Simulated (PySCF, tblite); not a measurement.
**C₈H₁₃BO: geometry, infrared bands and NMR shifts**

What infrared bands and NMR shifts should C₈H₁₃BO (`C=C(BC)C(=C)/C=C/OC`) show?

Programs: tblite 0.8.0 and PySCF 2.14.0, with density-fitted response routines of our own. Each step states its level of theory. These are calculated values for one molecule in the gas phase, unless marked as measured. Atoms count from 0, in the outputs and in this text.

## 1. Starting geometry

23 atoms, charge 0, multiplicity 1; geometry from: force field or distance geometry start.

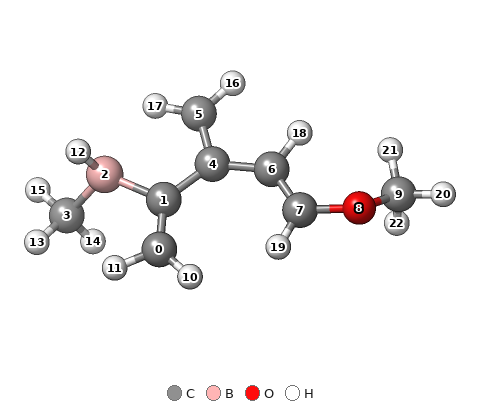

As it starts; carbon grey, boron pink, oxygen red, hydrogen white, atoms numbered.

## 2. Geometry optimisation with GFN2-xTB

Job settings and geometry (Å):

```
{"job": {"kind": "relax", "xc": "GFN2-xTB", "basis": "xTB"}, "charge": 0, "multiplicity": 1}
C     -1.595500    -0.690800     0.995600
C     -1.250900     0.162400     0.075300
B     -2.477900     0.785000    -0.727100
C     -3.535500    -0.243400    -1.333700
C      0.036900     0.633900    -0.324800
C     -0.026000     1.552200    -1.363700
C      1.362400     0.359400     0.095200
C      1.812300    -0.437300     1.034200
O      3.174200    -0.586900     1.312200
C      4.149300    -0.803700     0.359600
H     -1.028800    -1.259400     1.682500
H     -2.707600    -0.872000     1.101100
H     -2.980700     1.695000    -0.135600
H     -4.352200    -0.475900    -0.608500
H     -3.054600    -1.151800    -1.719800
H     -4.068300     0.208800    -2.198000
H      0.892200     1.977100    -1.745300
H     -0.983900     1.819900    -1.751900
H      2.182400     0.907900    -0.432900
H      1.134500    -1.011700     1.612400
H      5.164400    -0.881600     0.771000
H      4.172600     0.054900    -0.353500
H      3.976200    -1.715200    -0.242300
```

The run is started by

```sh
OMP_NUM_THREADS=1 python probes_run.py task.json out
```

This one command runs all jobs of the session in turn.

**Question.** This job is followed by: GFN2-xTB harmonic vibrations, gas phase; GIAO PBE0/pcSseg-1 NMR shielding, non-relativistic, gas phase. Predict these results of the whole session: strongest single infrared mode (GFN2-xTB); zero-point energy (GFN2-xTB); ¹³C shifts against TMS (PBE0/pcSseg-1); ¹H shifts against TMS (PBE0/pcSseg-1, means over atoms taken as alike); ¹¹B shifts against BF3·OEt2 (PBE0/pcSseg-1); ¹⁷O shifts against H2O (PBE0/pcSseg-1).

**Answer**, as computed:

| quantity | value |
| --- | --- |
| strongest single infrared mode (GFN2-xTB) | 1674 cm⁻¹, 311 km/mol |
| zero-point energy (GFN2-xTB) | 116.6 kcal/mol |
| ¹³C shifts against TMS (PBE0/pcSseg-1) | 165.5, 162.2, 157.5, 146.0, 114.2, 111.0, 56.0, 12.8 ppm |
| ¹H shifts against TMS (PBE0/pcSseg-1, means over atoms taken as alike) | 7.09, 6.89, 6.66, 6.43, 5.62, 5.04, 4.35, 3.78, 1.10 ppm |
| ¹¹B shifts against BF3·OEt2 (PBE0/pcSseg-1) | 76.7 ppm |
| ¹⁷O shifts against H2O (PBE0/pcSseg-1) | 114.2 ppm |

**Reading.** Over 186 steps the energy fell by 1.426 eV; of the close pairs, C1–C4 changed most, 1.429 to 1.486 Å. No mode is imaginary among the 63: a minimum at this level. The strongest single mode, at 1674 cm⁻¹, moves mainly C7 and C6. GFN2-xTB is a fitted tight-binding method: band positions and strengths are rough. Its intensities can rank the bands wrongly. At PBE0/pcSseg-1: Shielding is most anisotropic at C1 (span 252 ppm, paramagnetic term -239 ppm).
